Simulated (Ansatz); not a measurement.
Start from BP in the zinc blende structure (space group F-43m, No. 216; a = 4.520 Å). Axes: x, y, z lie along the cube axes.

Now apply this change: tensile biaxial strain of 2.08 % in the plane normal to [111], as in epitaxy on a mismatched substrate; the out-of-plane cell vector and the atoms relax.

Calculations: Ansatz (an electronic-structure program), PBEsol, PAW, cutoff 420 eV, spin-orbit coupling left out.

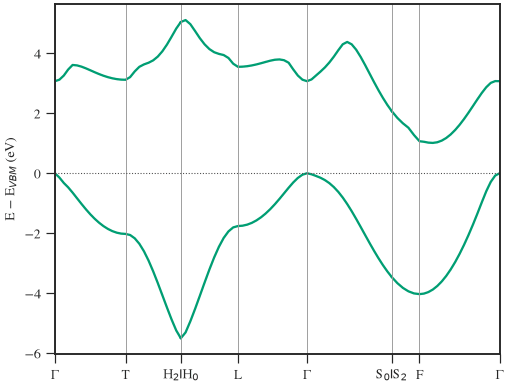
*Highest valence and lowest conduction band along the path of the changed cell's own zone*

### Question
Read the changed gap and its character from the plot.

### Answer
About 1.0 eV, indirect, Γ → F–Γ (17 % along).

Whether these cells are dynamically stable was not tested. k-point labels follow each cell's own Brillouin zone.
